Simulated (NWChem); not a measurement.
# CuF2 (SMILES [F][Cu][F]) at U-r2SCAN0/pcseg-1 (ZORA)

Aim: the vertical doublet–quartet gap of CuF2 at U-r2SCAN0/pcseg-1 (ZORA), from 2 runs. 

The calculation is run with NWChem 7.3.0.

4 further runs of the same task are left out: 4 that didn't finish.

### 1 The structure to begin with

CuF2 has 3 atoms, charge 0, and is taken as a doublet. As SMILES, `[F][Cu][F]`. Geometry: a GFN2-xTB relaxation, a rough one for these elements and not checked as a minimum.

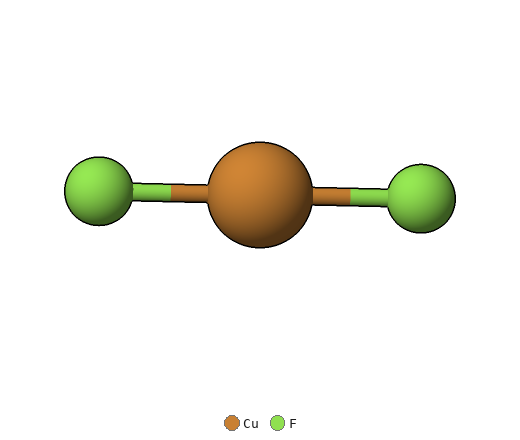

Viewed from a chosen angle; copper orange, fluorine green.

### 2 A single-point energy at U-r2SCAN0/pcseg-1 (ZORA)

Input file run.py:

```python
from ase import Atoms
from ase.calculators.nwchem import NWChem

system = Atoms(['Cu', 'F', 'F'], positions=[
    [0.000170, 0.000100, -0.000210],
    [-0.016560, -0.020420, 1.700130],
    [0.016390, 0.020320, -1.699920],
])

calc = NWChem(
    label='work',
    theory='dft',
    memory='2200 mb',
    basis='pcseg-1',
    basispar='spherical bse',
    relativistic={'zora': 'on'},
    dft={'xc': 'r2scan0', 'mult': '2', 'grid': 'medium', 'convergence': 'energy 1e-08', 'iterations': '100', 'mulliken': None},
    task='energy',
)
system.calc = calc

print("Total energy (eV):", round(system.get_potential_energy(), 6))
```

Run with:

```bash
$ export ASE_NWCHEM_COMMAND="nwchem PREFIX.nwi > PREFIX.nwo"
$ python run.py
```

Output:

```text
Total energy (eV): -50632.421326
```

The calculator wrote work.nwi:

```
title "work"

permanent_dir work

scratch_dir work

start work

geometry units angstrom nocenter noautosym noautoz
  Cu 1.7000000000000001e-04 1.0000000000000000e-04 -2.1000000000000001e-04
  F  -1.6559999999999998e-02 -2.0420000000000001e-02 1.7001299999999999e+00
  F  1.6389999999999998e-02 2.0320000000000001e-02 -1.6999200000000001e+00
end

memory 2200 mb

basis spherical bse noprint
   * library pcseg-1
end

relativistic
  zora on
end
dft
  xc r2scan0
  mult 2
  grid medium
  convergence energy 1e-08
  iterations 100
  mulliken
end

task dft energy
```

work.nwo:

```text
Northwest Computational Chemistry Package (NWChem) 7.3.0
             --------------------------------------------------------

           Job information
           ---------------

    nwchem branch   = 7.3.0
    use scalapack   = T
    input           = work.nwi
    prefix          = work.
    data base       = work/work.db
    status          = startup
    nproc           =        1

           Memory information
           ------------------

    heap     =     72089598 doubles =      550.0 Mbytes
    stack    =     72089595 doubles =      550.0 Mbytes
    global   =    144179200 doubles =     1100.0 Mbytes (distinct from heap & stack)
    total    =    288358393 doubles =     2200.0 Mbytes
    verify   = yes
    hardfail = no

           Directory information
           ---------------------

  0 permanent = work
  0 scratch   = work

                                NWChem Input Module
                                -------------------

                                       work
                                       ----

 Scaling coordinates for geometry "geometry" by  1.889725989
 (inverse scale =  0.529177249)

                             Geometry "geometry" -> ""
                             -------------------------

 Output coordinates in angstroms (scale by  1.889725989 to convert to a.u.)

[... 63 lines left out ...]
  convergence criterion.
[... 17 lines left out ...]
          Convergence on energy requested:  1.00D-08
[... 1 line left out ...]
          Convergence on gradient requested:  5.00D-04
[... 21 lines left out ...]
          Convergence Information
[... 2 lines left out ...]
          total energy or number of iterations.
[... 29 lines left out ...]
 dft_zora_read: failed to openwork/work.zora_sf
[... 67 lines left out ...]
         Total DFT energy =    -1860.707178993405
[... 1 line left out ...]
           Coulomb energy =      986.716468675934
[... 1 line left out ...]
 Nuclear repulsion energy =      175.072054137974
[... 421 lines left out ...]
                     DFT Final Beta Molecular Orbital Analysis
[... 468 lines left out ...]
   alpha     31     32     33     34     35     36     37     38     39     40
    beta     30     32     33     34     35     37     36     38     39     40
 overlap   1.000  1.000  1.000  0.998  1.000  0.979  0.979  1.000  1.000  0.998

   alpha     41     42     43     44     45     46     47     48     49     50
    beta     41     42     43     44     45     46     49     47     48     50
 overlap   1.000  1.000  1.000  1.000  1.000  1.000  1.000  1.000  1.000  1.000

   alpha     51     52     53     54     55     56     57     58     59
    beta     51     52     57     58     54     53     55     56     59
 overlap   1.000  1.000  1.000  1.000  1.000  1.000  0.998  0.998  1.000

     --------------------------
     Expectation value of S2:
     --------------------------
      <S2> =      0.7538 (Exact =     0.7500)

 center of mass
 --------------
 x =   0.00013984 y =   0.00008226 z =  -0.00017274

 moments of inertia (a.u.)
 ------------------
         392.209103861293          -0.045539893378           3.800372810939
          -0.045539893378         392.189634555362           4.698848047754
           3.800372810939           4.698848047754           0.093139260985

     Multipole analysis of the density
     ---------------------------------

     L   x y z        total         alpha         beta         nuclear
     -   - - -        -----         -----         ----         -------
     0   0 0 0     -0.000000    -24.000000    -23.000000     47.000000

     1   1 0 0      0.000532     -0.003111     -0.002782      0.006425
[... 8 lines of this table left out ...]
     2   0 0 2    -26.037678   -106.408276   -105.401637    185.772235

 Task  times  cpu:        9.4s     wall:        9.4s
 Total times  cpu:        9.4s     wall:        9.4s
```

It took 11 s on 1 thread of INTEL XEON PLATINUM 8581C at 2.10GHz (Emerald Rapids), shared host; peak memory 0.11 GiB.

### 3 The quartet

Input file job.xyz:

```xyz
3

Cu     0.000170     0.000100    -0.000210
F     -0.016560    -0.020420     1.700130
F      0.016390     0.020320    -1.699920
```

Input file job.nw:

```
start job
memory stack 880 mb heap 220 mb global 1100 mb

geometry noautosym nocenter noautoz
load job.xyz
end

basis "ao basis" spherical bse
* library pcseg-1
end

relativistic
zora on
end

dft
xc r2scan0
mult 4
grid medium
convergence energy 1e-08
maxiter 150
mulliken
end

task dft energy
```

Run with:

```bash
$ nwchem job.nw > job.out
```

Output:

```text
[...]
          Wavefunction type:  spin polarized.
          No. of atoms     :     3
          No. of electrons :    47
[...]
          Charge           :     0
          Spin multiplicity:     4
[...]
          AO basis - number of functions:    59
[...]
              XC Information
              --------------
                     r^2SCAN0 Method XC Functional
                     Hartree-Fock (Exact) Exchange  0.250
               r^2SCAN metaGGA Exchange Functional  0.750
                     r^2SCAN Correlation Potential  1.000
[...]
 d= 0,ls=0.0,diis     1  -1860.3950486072 -2.04D+03  1.64D-02  4.47D-01     2.5
[...]
 d= 0,ls=0.0,diis    41  -1860.4720835700 -4.68D-09  3.50D-07  7.24D-11    31.9
[...]
         Total DFT energy =    -1860.472083569997
      One electron energy =    -2930.447664631879
           Coulomb energy =      982.711089489941
    Exchange-Corr. energy =      -87.807562566033
 Nuclear repulsion energy =      175.072054137974
       Scaling correction =        7.579219394524
[...]
      Total Density - Mulliken Population Analysis
     ---------------------------------------------
    Atom       Charge   Shell Charges
 -----------   ------   -------------------------------------------------------
    1 Cu  29    28.39   2.00  2.00  2.01  0.60  0.52  6.00  6.01  0.24  8.00  1.01  0.00
    2 F    9     9.31   2.00  0.97  0.99  3.36  1.98  0.01
    3 F    9     9.31   2.00  0.97  0.99  3.36  1.98  0.01
[...]
      <S2> =      3.7595 (Exact =     3.7500)
[...]
```

Run time: 33 s. Hardware: 1 thread of INTEL XEON PLATINUM 8581C at 2.10GHz (Emerald Rapids), shared host; peak memory 0.11 GiB.

### 4 Results

Level: U-r2SCAN0/pcseg-1 (ZORA).

| quantity | value |
| --- | --- |
| doublet: total energy | -1860.70718 Eh |
| doublet: dipole moment | 0.00 D |
| doublet: HOMO energy (highest over α and β) | -10.09 eV |
| doublet: LUMO energy (lowest over α and β) | -5.25 eV |
| doublet: ⟨S²⟩ | 0.754 |
| quartet: total energy | -1860.47208 Eh |
| quartet: dipole moment | 0.00 D |
| quartet: HOMO energy (highest over α and β) | -4.50 eV |
| quartet: ⟨S²⟩ | 3.760 |
| vertical energy of the quartet above the doublet | 6.397 eV |

**Reading.** At this shape the quartet lies 6.40 eV (148 kcal/mol) above the doublet.
